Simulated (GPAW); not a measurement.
Convergence study of the plane-wave cutoff for SnO (P4mm, 4 atoms in the cell)

```yaml
crystal:
  lattice:
    - [3.78100, 0.00000, 0.00000]
    - [0.00000, 3.78100, 0.00000]
    - [0.00000, 0.00000, 4.81580]
  atoms:
    - { symbol: Sn, position: [0.50000, 0.00000, 0.77238] }
    - { symbol: Sn, position: [0.00000, 0.50000, 0.23800] }
    - { symbol: O, position: [0.50000, 0.50000, 0.00000] }
    - { symbol: O, position: [0.00000, 0.00000, 0.00000] }
```

Computed with PBEsol, GPAW PAW datasets PBEsol (made by gpaw-setup) (plane waves; GPAW).

Base settings: mode = pw; ecut = 900 eV; xc = PBEsol; kpts = 3 3 2; mesh shift (steps) = 0 0 0; occupations.name = fermi-dirac; occupations.width = 0.02 eV; nbands = -8; convergence.bands = -6; symmetry.symmorphic = false.

The second cell is the first with its lattice scaled by 0.98.

The mesh stays at the base's, so the ladder's end is converged at best in this setting alone.

Only quantities that move along the ladder and can be compared are tabulated; the gap is left out on so coarse a mesh.

The count of work is k-points × plane waves × bands × iterations; it is no time. 

The starting cell has typed, rounded lattice constants, without a prior relaxation at this level. Its lattice was rescaled by up to half a per cent. One atom was moved a little off its site on purpose.

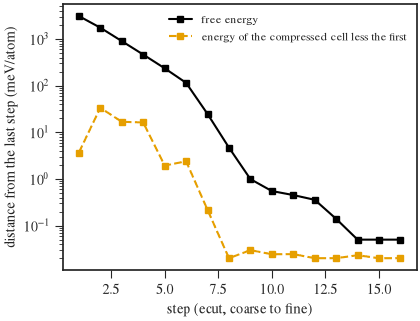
Figure: Distance from the last step along the ladder; very small values are drawn at a floor.

| ecut | free energy less the last step's (meV/atom) | energy of the compressed cell less the first (meV/atom) | pressure (GPa) | largest difference of a force vector from the last step's (eV/Å) | count of work / last |
|---|---|---|---|---|---|
| 315 eV | 3113.88 | 41.69 | -74.51 | 0.168 | 0.061 |
| 360 eV | 1751.95 | 4.41 | -50.33 | 0.015 | 0.084 |
| 405 eV | 904.79 | 54.83 | -30.04 | 0.051 | 0.094 |
| 450 eV | 465.26 | 54.29 | -16.81 | 0.045 | 0.11 |
| 495 eV | 236.58 | 36.07 | -8.61 | 0.028 | 0.13 |
| 540 eV | 115.18 | 40.40 | -3.62 | 0.008 | 0.15 |
| 630 eV | 24.79 | 38.22 | 0.86 | 0.013 | 0.22 |
| 720 eV | 4.70 | 38.02 | 2.15 | 0.021 | 0.25 |
| 810 eV | 0.99 | 38.03 | 2.51 | 0.014 | 0.30 |
| 900 eV | 0.55 | 38.03 | 2.57 | 0.014 | 0.31 |
| 990 eV | 0.45 | 38.03 | 2.57 | 0.013 | 0.36 |
| 1080 eV | 0.36 | 38.00 | 2.57 | 0.014 | 0.41 |
| 1215 eV | 0.14 | 38.00 | 2.54 | 0.001 | 0.43 |
| 1350 eV | 0.04 | 37.98 | 2.54 | 0.001 | 0.49 |
| 1575 eV | -0.02 | 38.01 | 2.54 | 0.000 | 0.62 |
| 1800 eV | -0.01 | 38.01 | 2.54 | 0.000 | 0.76 |
| 2160 eV | 0.00 | 38.00 | 2.54 | 0.000 | 1.0 |

Coarsest ecut that holds the forces within 0.005 eV/Å of the last step, with all finer ones: 1215 eV, at 0.43 of the last step's count of work; the step before is off by 0.014 eV/Å.

Coarsest ecut that holds the free energy within 2 meV/atom of the last step, with all finer ones: 810 eV, at 0.30 of the last step's count of work; the step before is off by 4.7 meV/atom.

Coarsest ecut that holds the energy of the compressed cell less the first within 0.2 meV/atom of the last step, with all finer ones: 720 eV, at 0.25 of the last step's count of work; the step before is off by 0.22 meV/atom.

The energy difference between the two cells stays within 1 meV/atom of the last step's from 630 eV on, the total only from 810 eV on: much of the error is common to both cells and cancels.

At the lowest cutoff the pressure lies 77.1 GPa under the last step's, the usual sign of Pulay stress in an incomplete plane-wave basis.
